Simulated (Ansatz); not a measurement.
# Be chain started as a strip of triangles: period, moment and channels by functional, part 2 of 4

Wanted: the relaxed geometry and the open channels of the Be chain started as a strip of triangles, by several methods.

Ansatz 0.2.0; DFT PBE, plane waves, PAW; relaxation of a chain's period (the session's first sound run).

So far. Step 2 (Relaxation of atoms and period, level PBE, cutoff 420 …): The cell's length comes to 2.158 Å with no moment. That is +15 % against the start, more than a small adjustment.

### 3. Bands of the perfect wire, level PBE, k-mesh 1×1×38

This step: DFT PBE, plane waves, PAW; channels and complex bands of a perfect chain (Ansatz 0.2.0).

At the relaxed period the Bloch states of the perfect chain are found at each energy: those that move forward count the open channels, and those that decay describe how a disturbance dies away inside the wire itself. An energy step of 0.035 eV is under the 0.039 eV that the program asks for its thermal average at 300 K.

Contents of input.yaml:

```yaml
crystal:
  lattice:
    - [9.0, 0.0, 0.0]
    - [0.0, 7.5, 0.0]
    - [0.0, 0.0, 2.1577247137]
  atoms:
    - { symbol: Be, position: [0.402366666, 0.5, 0.0] }
    - { symbol: Be, position: [0.597633334, 0.5, 0.5] }
kpoints:
  mp_grid: { grid: [1, 1, 38] }
  band_path: { path: ["Γ", Z], npoints: 60 }
scf:
  occupations: { method: fermi_dirac, width: 0.05 }
hamiltonian:
  xc: pbe
output:
  transmission:
    e_range: [-2, 2]
    de: 0.035
    kmesh: [1, 1]
    reduced_basis: true
    leads: [[0, 0]]
  dos: { projected: true, e_range: [-6, 4] }
  write_potential: true
  write_density: true
  volumetric_format: npy
  elf: true
```

Command:

```console
$ ansatz run input.yaml --threads 4 --pin off --max-ram 8192MiB --backend cpu --events-out ev --progress --plain --runs-dir out
```

Numbers of over 12 decimals in the logs are rounded to 6 here.

The log of the run:

```text
[...]
Crystal: 2 atoms, lattice volume = 145.646 Å³
Basis set: ecut = 420 eV, 2865 PW (Γ)
Bands: 6, of which v1, the nominal top of the filled ones, is band 2 counted from 1 (1 counted from 0)
Symmetry: 8 space group operations
[...]
k-points: 20 of 38
[...]
SCF iter   1: F=—  HF=-181.901133 eV  |F-HF|=—  |Δ(HF+E_count)|=         —  Δρ=1.70e-3  dr2=7.71e-3  ethr=1.77e-3  ⟨swp⟩=7.9  Hψ=1333  notcnv=0
[...]
SCF iter   6: F=-181.904941 eV  HF=-181.904941 eV  |F-HF|=1.88e-9  |Δ(HF+E_count)|=   2.00e-7  Δρ=6.27e-7  dr2=8.11e-10  ethr=9.80e-10  ⟨swp⟩=1.7  Hψ=482  notcnv=0
SCF 1 converged in 6 iterations: F = -181.904941 eV  dr2 = 8.11e-10
[...]
NSCF: frozen V_eff on 61 k-points
transmission: 3 of 18 steps passed
transmission: 6 of 18 steps passed
[...]
transmission: 18 of 18 steps passed
WARN: The output density's exchange-correlation potential varies sharply where the density is thin. Do not read a vacuum level from v_tot or v_xc, or from such a field of the output density. On a cell that repeats whose density bears no net charge and no dipole along the vacuum's axis use v_es (v_loc + v_h of the components); under efield.dipole_correction with no amplitude use v_es + v_field, which holds any externa [...]
SCF converged after 6 iterations
Free energy (F): -181.904941 eV
[...]
Internal energy: -181.891805 eV  (E = F + TS)
E sigma→0 (E₀):  -181.898373 eV
Entropy (-TS):   -0.013136 eV (-6.568 meV/atom)
Fermi energy:    -3.089595 eV
[...]
--- Band table (eV; the first three rows and the last of 20) ---
[...]
--- Transmission ---
  basis      : 595 plane waves across, 3 finite elements along
  points     : 1, standing for a mesh of 1 x 1
  filling    : by the input's occupations and mesh, since the crystals that have channels conduct as metals do. If one of these is a semiconductor, that mesh has misplaced its level
  energies   : 115 from -2.000000 to 1.990000 eV about the Fermi level, 0.035000 eV apart; the leads are filled to 0.000000 eV, and channels, transmission and decay are at -0.005000 eV
  crystal 0  : Be2, at the sites [0, 0], period 2.1577 Å: whole cells are its period
    offset         : up to 0.0000 Å between an atom of the period and one for which it stands
    filled         : 1.1 meV over the level at which it is neutral
    channels       : 3.000000e0 a spin
    conductance    : 3.4435e14 S/m² at 300 K; may be off by some 0.0 % by where its bands' edges are placed, 0.0 % from the distance to neutral
```

Wall time 9.4 s (4 threads of Intel Xeon 6975P-C (Granite Rapids), shared host); peak memory 0.53 GiB; 29 s of CPU time.

Numbers from this step:

| Quantity | Value |
| --- | --- |
| energy at zero smearing | -181.8984 eV |
| channels at the energy nearest the Fermi level, one spin | 3 |
| conductance of the lead as this run defines it | 3.000 G₀ |
| band gap | 0 eV |

Table of open channels of the lead, one spin by energy, zero at the Fermi level:

```
energy (eV)  open channels of the lead, one spin
     -2.000                                    1
     -1.510                                    2
     -0.985                                    2
     -0.495                                    2
     -0.005                                    3
      0.485                                    2
      1.010                                    2
      1.500                                    2
```

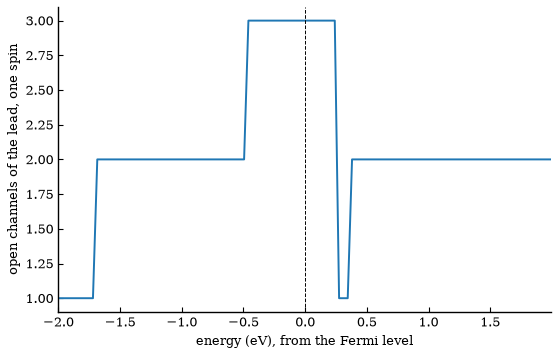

Open channels of the lead, one spin, plotted against energy.

The slowest values at each energy, most degenerate partners merged, listed up to 1.5 1/Å. The Im kz of the slowest decaying states by energy, zero at the Fermi level:

```
energy (eV)  decay 1 (Å⁻¹)  decay 2 (Å⁻¹)  decay 3 (Å⁻¹)  decay 4 (Å⁻¹)
     -2.000          0.335          0.643          0.800           1.18
     -1.510          0.530          0.713           1.12           1.23
     -0.985          0.374          0.606           1.06           1.17
     -0.495         0.0875          0.484          0.996           1.11
     -0.005          0.320          0.928           1.05           1.14
      0.485          0.158          0.855          0.986           1.08
      1.010          0.261          0.767           0.91           1.02
      1.500          0.307          0.676          0.833          0.953
```

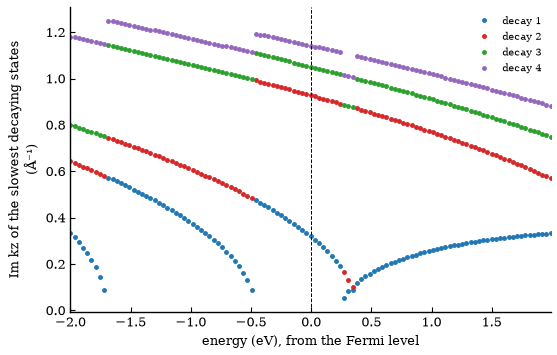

Im kz of the slowest decaying states against energy.

Electronic bands along the path, in eV, zero at the Fermi level:

```
point  band 1  band 2  band 3  band 4  band 5  band 6
    Γ   -5.71   -1.70   -0.47    0.37    3.18    4.03
    Z   -0.85   -0.85    6.06    6.06    6.92    6.92
```

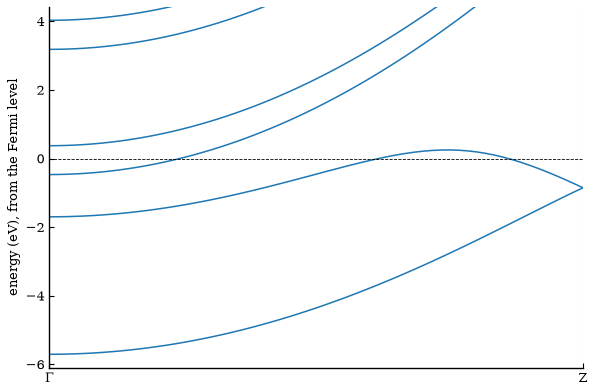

Electronic bands along the path.

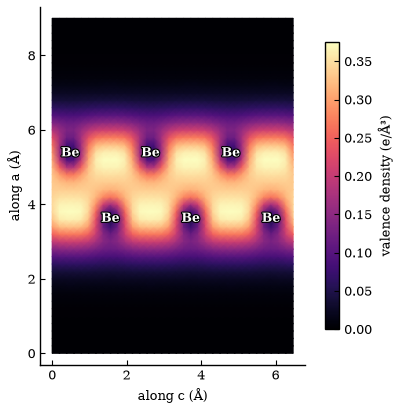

Valence density in the ca plane at fractional y = 0.500, with atoms of Be within 0.2 Å of it. It is the smooth field of the valence electrons, not physical close to the nuclei. The map starts off the cell's origin, so that atoms lie inside it.

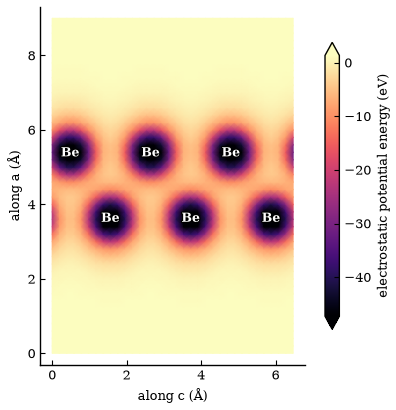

Electrostatic potential energy in the ca plane at fractional y = 0.500, with atoms of Be within 0.2 Å of it. With pseudopotentials it is smooth inside the atoms' cores, unlike the true potential. The map starts off the cell's origin, so that atoms lie inside it.

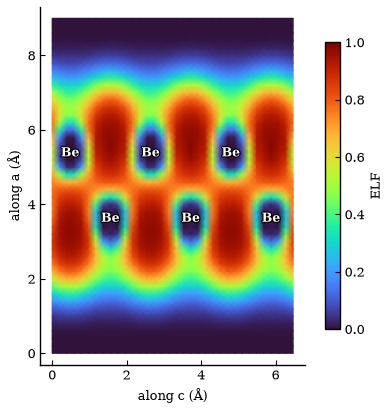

ELF in the ca plane at fractional y = 0.500, with atoms of Be within 0.2 Å of it. It is the smooth field of the valence electrons, not physical close to the nuclei. The map starts off the cell's origin, so that atoms lie inside it.

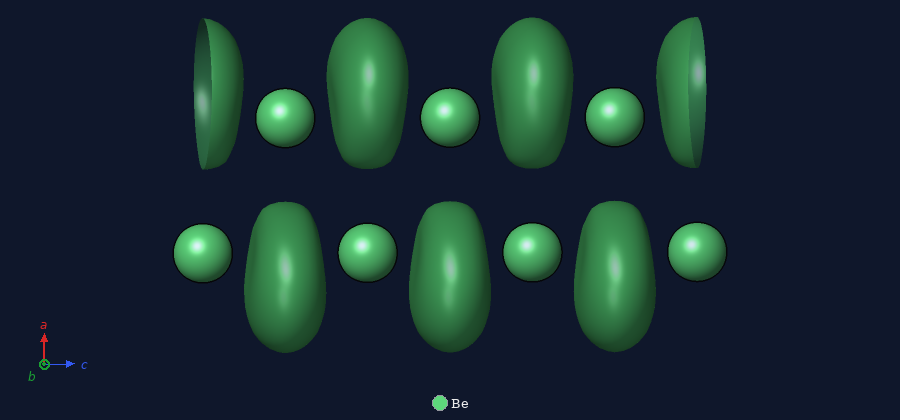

Surface of ELF = 0.85. 1×1×3 cells are drawn.

By hand: the program gives 3.4435 × 10^14 S/m² over the cell's cross-section of 67.50 Å² = 6.750 × 10^-19 m², so one cell conducts 2.324 × 10^-4 S. Divided by G0 = 2e²/h = 7.748 × 10^-5 S this is 3.00 G0, a resistance of 4.30 kΩ.

At the computed energy nearest the Fermi level there are 3 channels a spin, and the thermal average gives 3.00 G₀.

### 4. Relaxing the period

This step: DFT LDA, plane waves, PAW; relaxation of a chain's period (Ansatz 0.2.0).

The relaxation is repeated under another functional. LDA has no gradient terms and tends to overbind, so it marks the short end of the likely bond lengths.

Contents of input.yaml:

```yaml
crystal:
  lattice:
    - [9.0, 0.0, 0.0]
    - [0.0, 7.5, 0.0]
    - [0.0, 0.0, 1.87872]
  atoms:
    - { symbol: Be, position: [0.410826667, 0.5, 0.0], spin: 0.5 }
    - { symbol: Be, position: [0.589173333, 0.5, 0.5], spin: 0.5 }
magnetization:
  spin_polarized: true
kpoints:
  mp_grid: { grid: [1, 1, 43] }
scf:
  occupations: { method: fermi_dirac, width: 0.05 }
hamiltonian:
  xc: lda
relax:
  cell: { fix: [a, b, alpha, beta, gamma] }
  max_steps: 60
```

The log of the run:

```text
[...]
Crystal: 2 atoms, lattice volume = 126.814 Å³
Basis set: ecut = 420 eV, 2465 PW (Γ)
Bands: 7, of which v1, the nominal top of the filled ones, is band 2 counted from 1 (1 counted from 0)
Symmetry: 8 space group operations
[...]
k-points: 22 of 43
[...]
Starting moments: Σ|m| = 1 μB on 2 of 2 sites
[...]
0.000000       0.091900      -0.000000
       -0.000000      -0.000000       0.006776
  P = ⅓ Tr σ = 0.0773 GPa (0.773 kbar)
--- Relaxed structure (5 steps of the walk, 5 accepted, 1 SCFs on fresh bases) ---
[...]
cell:  # Å, volume = 144.1272 Å³
    - [9.0, 0, 0]
    - [0, 7.5, 0]
    - [0, 0, 2.135218]
  atoms:
    - { symbol: Be, position: [0.403958, 0.500000, 0] }
    - { symbol: Be, position: [0.596042, 0.500000, 0.500000] }
[key lines of the parts left out:]
SCF converged after 6 iterations
Magnetization: 0.0000 μB (2.0000 up, 2.0000 down)
Free energy (F): -172.427307 eV
Fermi energy:    -3.249285 eV
```

Run time: 5.4 s. Hardware: 4 threads; peak memory 0.4 GiB.

Step by step:

```
step  energy less that of the first step (eV)  largest force component (eV/Å)  pressure (GPa)  volume (Å³)
   1                                   0.0000                          1.4586            4.07       126.81
   2                                  -0.3220                          0.7812            2.30       133.02
   3                                  -0.4820                          0.2342            0.88       139.19
   4                                  -0.5126                          0.0047           -0.02       144.90
   5                                  -0.5133                          0.0083            0.07       144.13
  6*                                  -0.5148                          0.0089            0.08       144.13
```

Relaxation steps marked * repeat the geometry before them on a plane-wave basis chosen anew for their cell, so energy and pressure can jump there.

Forces are held to the 8 operations that the run works with; a distortion that breaks them can't arise in this run.

```
cell as run  before  after   change
      c (Å)   1.879  2.135  +13.7 %
```

The atoms that moved most (Å, along periodic axes as changes of fractional coordinates times the final cell, across vacuum about the mean position):

```
atom      dx     dy     dz  length
 Be1  -0.062  0.000  0.000   0.062
 Be2   0.062  0.000  0.000   0.062
```

Final coordinates:

```xyz
2
Lattice="9.0000 0.0000 0.0000 0.0000 7.5000 0.0000 0.0000 0.0000 2.1352" Properties=species:S:1:pos:R:3
Be    3.6356    3.7500    0.0000
Be    5.3644    3.7500    1.0676
```

The cell's length comes to 2.135 Å, -1.0 % against the first run, with no moment. That is +14 % against the start, more than a small adjustment.

### 5. The wire at its relaxed period, level LDA, k-mesh 1×1×38

This step: DFT LDA, plane waves, PAW; channels and complex bands of a perfect chain (Ansatz 0.2.0).

The channels are counted again under LDA, at the period that it gave.

Contents of input.yaml:

```yaml
crystal:
  lattice:
    - [9.0, 0.0, 0.0]
    - [0.0, 7.5, 0.0]
    - [0.0, 0.0, 2.1352183897]
  atoms:
    - { symbol: Be, position: [0.403958406, 0.5, 0.0] }
    - { symbol: Be, position: [0.596041594, 0.5, 0.5] }
kpoints:
  mp_grid: { grid: [1, 1, 38] }
  band_path: { path: ["Γ", Z], npoints: 60 }
scf:
  occupations: { method: fermi_dirac, width: 0.05 }
hamiltonian:
  xc: lda
output:
  transmission:
    e_range: [-2, 2]
    de: 0.035
    kmesh: [1, 1]
    reduced_basis: true
    leads: [[0, 0]]
  dos: { projected: true, e_range: [-6, 4] }
```

The log of the run:

```text
[...]
Crystal: 2 atoms, lattice volume = 144.127 Å³
Basis set: ecut = 420 eV, 2849 PW (Γ)
Bands: 6, of which v1, the nominal top of the filled ones, is band 2 counted from 1 (1 counted from 0)
Symmetry: 8 space group operations
[...]
k-points: 20 of 38
[...]
Fermi energy:    -3.249150 eV
[...]
--- Band table (eV; the first three rows and the last of 20) ---
[...]
--- Transmission ---
  basis      : 595 plane waves across, 3 finite elements along
  points     : 1, standing for a mesh of 1 x 1
[...]
crystal 0  : Be2, at the sites [0, 0], period 2.1352 Å: whole cells are its period
[...]
filled         : 0.3 meV under the level at which it is neutral
    channels       : 3.000000e0 a spin
[...]
[key lines of the parts left out:]
SCF converged after 6 iterations
Free energy (F): -172.427232 eV
```

It took 9.2 s on 4 threads; peak memory 0.54 GiB.

The open channels of the lead, one spin by energy, zero at the Fermi level:

```
energy (eV)  open channels of the lead, one spin
    -2.0000                                    1
    -1.7550                                    1
    -1.5100                                    2
    -1.2650                                    2
    -0.9850                                    2
    -0.7400                                    2
    -0.4950                                    3
    -0.2500                                    3
    -0.0050                                    3
     0.2400                                    3
     0.4850                                    2
     0.7650                                    2
     1.0100                                    2
     1.2550                                    2
     1.5000                                    2
     1.7450                                    2
```

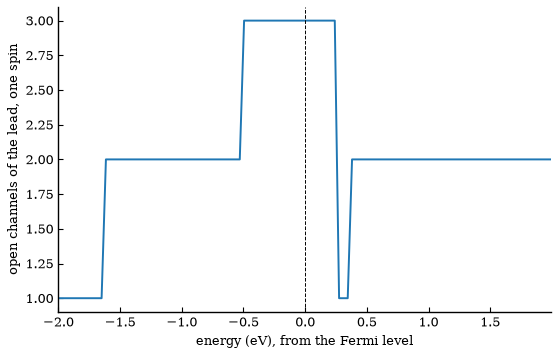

Open channels of the lead, one spin against energy.

At the computed energy nearest the Fermi level there are 3 channels a spin, and the thermal average gives 3.00 G₀.

### 6. Relaxing the period

This step: DFT RPBE, plane waves, PAW; relaxation of a chain's period (Ansatz 0.2.0).

The relaxation is repeated under another functional. RPBE strengthens the exchange enhancement and tends to longer, weaker bonds than PBE.

Contents of input.yaml:

```yaml
crystal:
  lattice:
    - [9.0, 0.0, 0.0]
    - [0.0, 7.5, 0.0]
    - [0.0, 0.0, 1.87872]
  atoms:
    - { symbol: Be, position: [0.410826667, 0.5, 0.0], spin: 0.5 }
    - { symbol: Be, position: [0.589173333, 0.5, 0.5], spin: 0.5 }
magnetization:
  spin_polarized: true
kpoints:
  mp_grid: { grid: [1, 1, 43] }
scf:
  occupations: { method: fermi_dirac, width: 0.05 }
hamiltonian:
  xc: rpbe
relax:
  cell: { fix: [a, b, alpha, beta, gamma] }
  max_steps: 60
```

The log of the run:

```text
[...]
Crystal: 2 atoms, lattice volume = 126.814 Å³
Basis set: ecut = 420 eV, 2465 PW (Γ), exchange–correlation on 128×108×30 points (8 copies of the dense FFT grid, shifted against one another)
Bands: 7, of which v1, the nominal top of the filled ones, is band 2 counted from 1 (1 counted from 0)
Symmetry: 8 space group operations
[...]
0.000000       0.086560       0.000000
        0.000000       0.000000       0.019686
  P = ⅓ Tr σ = 0.0899 GPa (0.899 kbar)
--- Relaxed structure (6 steps of the walk, 6 accepted, 1 SCFs on fresh bases) ---
[...]
cell:  # Å, volume = 146.7737 Å³
    - [9.0, 0, 0]
    - [0, 7.5, 0]
    - [0, 0, 2.174425]
  atoms:
    - { symbol: Be, position: [0.401304, 0.5, 0] }
    - { symbol: Be, position: [0.598696, 0.5, 0.500000] }
[key lines of the parts left out:]
SCF converged after 5 iterations
Magnetization: -0.0000 μB (2.0000 up, 2.0000 down)
Free energy (F): -183.964457 eV
Fermi energy:    -3.013823 eV
```

Run time: 7.9 s. Hardware: 4 threads; peak memory 0.45 GiB; 26 s of CPU time.

Step by step:

```
step  energy less that of the first step (eV)  largest force component (eV/Å)  pressure (GPa)  volume (Å³)
   1                                   0.0000                          1.8488            4.87       126.81
   2                                  -0.4119                          0.9997            2.88       133.00
   3                                  -0.6370                          0.3376            1.31       139.18
   4                                  -0.7080                          0.0645            0.26       145.52
   5                                  -0.7099                          0.0131            0.08       146.64
   6                                  -0.7099                          0.0013            0.08       146.77
  7*                                  -0.7116                          0.0009            0.09       146.77
```

Relaxation steps marked * repeat the geometry before them on a plane-wave basis chosen anew for their cell, so energy and pressure can jump there.

The run keeps the 8 symmetry operations that it works with, so distortions that break them were not tested.

```
cell as run  before  after   change
      c (Å)   1.879  2.174  +15.7 %
```

The atoms that moved most (Å, along periodic axes as changes of fractional coordinates times the final cell, across vacuum about the mean position):

```
atom      dx     dy     dz  length
 Be1  -0.086  0.000  0.000   0.086
 Be2   0.086  0.000  0.000   0.086
```

The relaxed structure:

```
Be
1.0
     9.00000    0.00000    0.00000
     0.00000    7.50000    0.00000
     0.00000    0.00000    2.17443
Be
2
Cartesian
  3.6117 3.7500 0.0000
  5.3883 3.7500 1.0872
```

The cell's length comes to 2.174 Å, +0.8 % against the first run, with no moment. That is +16 % against the start, more than a small adjustment.

The cell grew by 15.7 % in its periodic edges. First to last step the energy falls by 0.712 eV, across changes of basis; the largest move, 0.09 Å, is that of Be1 and 1 other atom alike.

### 7. Bands of the perfect wire, level RPBE, k-mesh 1×1×37

This step: DFT RPBE, plane waves, PAW; channels and complex bands of a perfect chain (Ansatz 0.2.0).

The channels are counted again under RPBE, at the period that it gave.

Contents of input.yaml:

```yaml
crystal:
  lattice:
    - [9.0, 0.0, 0.0]
    - [0.0, 7.5, 0.0]
    - [0.0, 0.0, 2.1744250575]
  atoms:
    - { symbol: Be, position: [0.401303793, 0.5, 0.0] }
    - { symbol: Be, position: [0.598696207, 0.5, 0.5] }
kpoints:
  mp_grid: { grid: [1, 1, 37] }
  band_path: { path: ["Γ", Z], npoints: 60 }
scf:
  occupations: { method: fermi_dirac, width: 0.05 }
hamiltonian:
  xc: rpbe
output:
  transmission:
    e_range: [-2, 2]
    de: 0.035
    kmesh: [1, 1]
    reduced_basis: true
    leads: [[0, 0]]
  dos: { projected: true, e_range: [-6, 4] }
```

The log of the run:

```text
[...]
Crystal: 2 atoms, lattice volume = 146.774 Å³
Basis set: ecut = 420 eV, 2909 PW (Γ)
Bands: 6, of which v1, the nominal top of the filled ones, is band 2 counted from 1 (1 counted from 0)
Symmetry: 8 space group operations
[...]
k-points: 19 of 37
[...]
Fermi energy:    -3.014921 eV
[...]
--- Band table (eV; the first three rows and the last of 19) ---
[...]
--- Transmission ---
  basis      : 595 plane waves across, 3 finite elements along
  points     : 1, standing for a mesh of 1 x 1
[...]
crystal 0  : Be2, at the sites [0, 0], period 2.1744 Å: whole cells are its period
[...]
filled         : 3.7 meV under the level at which it is neutral
    channels       : 3.000000e0 a spin
[...]
[key lines of the parts left out:]
SCF converged after 6 iterations
Free energy (F): -183.964276 eV
```

The job ended after 9.6 s (4 threads; peak memory 0.55 GiB).

Open channels of the lead, one spin against energy, zero at the Fermi level:

(Unchanged from step 3.)

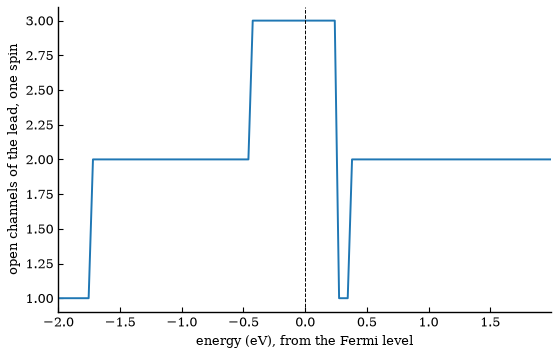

Open channels of the lead, one spin against energy.

At the computed energy nearest the Fermi level there are 3 channels a spin, and the thermal average gives 3.00 G₀.

(Continued in part 3 of 4.)

[Logs are printed without paths, hosts, clocks, repeated set-up lines and the standing remarks that a program may print on its own settings, such as how far it seeks lower states.]

[Hosts, paths, dates, database ids (printed as entryN), source tags and the programs' standing remarks are cut or masked in the printed files.]
